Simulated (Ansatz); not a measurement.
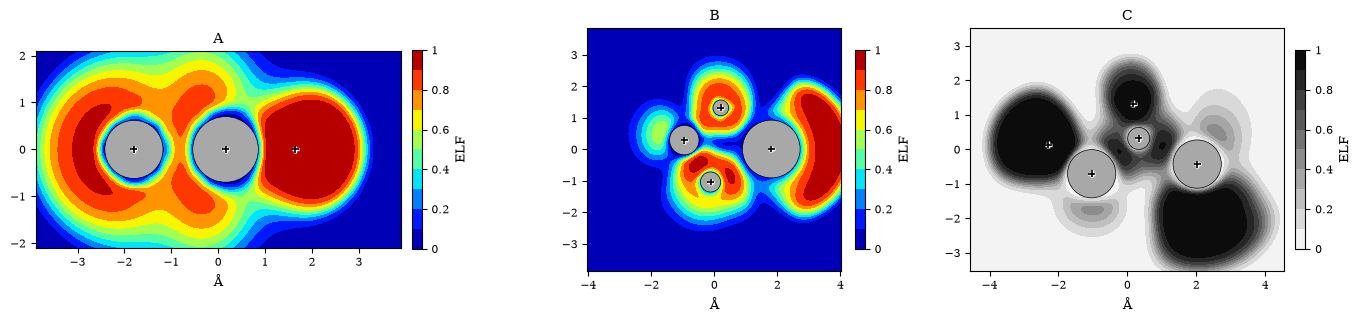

The ELF of 3 systems, each on a plane through atoms (crosses mark nuclei in the plane; grey discs cover the cores).

Method: isolated molecule in a Gaussian basis; Kohn-Sham density functional theory, functional PBE0 in Ansatz 0.2.0.

System 1: H$_{6}$NSi$_{2}$ (SMILES [SiH2-]N[SiH3]) (charge −1), the plane of atoms Si2, N1 and H6. Geometry: PBE0-D3(BJ)/def2-SVPD.

```xyz
9

N     1.4250    0.3523   -0.1548
Si    0.8762   -0.8094    1.1812
Si    2.9665    1.0769   -0.0549
H    -0.5456   -0.2395    1.4303
H     0.3492   -1.9688    0.2944
H     0.8420    0.5736   -0.9540
H     3.1792    1.9769   -1.2552
H     4.1345    0.1245   -0.0573
H     3.1946    1.9542    1.1490
```

System 2: HPSi (SMILES [SiH]#P), a plane that holds the molecular axis. Geometry: PBE0-D3(BJ)/pcseg-1.

```xyz
3

P     0.0000    0.0000   -1.7976
Si    0.0000    0.0000    0.1554
H     0.0000    0.0000    1.6423
```

System 3: BFGaH$_{4}$N, the plane of atoms F2, Ga3 and N4. Geometry: B3LYP-D3(BJ)/def2-SVP.

```xyz
8

B     0.0522   -0.8006    0.1356
F     0.0606   -2.1955   -0.5307
Ga    1.5847   -1.9082   -1.8940
N     1.2075   -0.1213   -0.6789
H    -1.0281   -0.2891   -0.0915
H     0.3455   -0.9489    1.3070
H     1.9988    0.1739   -0.1049
H     0.9104    0.6974   -1.2121
```

**Match each panel to its system.**

Panel A is system 2, HPSi: the plane holds P, Si and H. Si–P (1.95 Å): the ELF peaks at about 0.80 between the atoms, as expected for localised, covalent bonding. Panel B is system 3, BFGaH$_{4}$N: the plane holds B, F, Ga and N. B–F (1.55 Å): the ELF peaks at about 0.85 between the atoms; a polar covalent bond. Panel C is system 1, H$_{6}$NSi$_{2}$: the plane holds N, Si and H. Si–N (1.71 Å): the ELF peaks at about 0.90 between the atoms (a polar covalent bond).
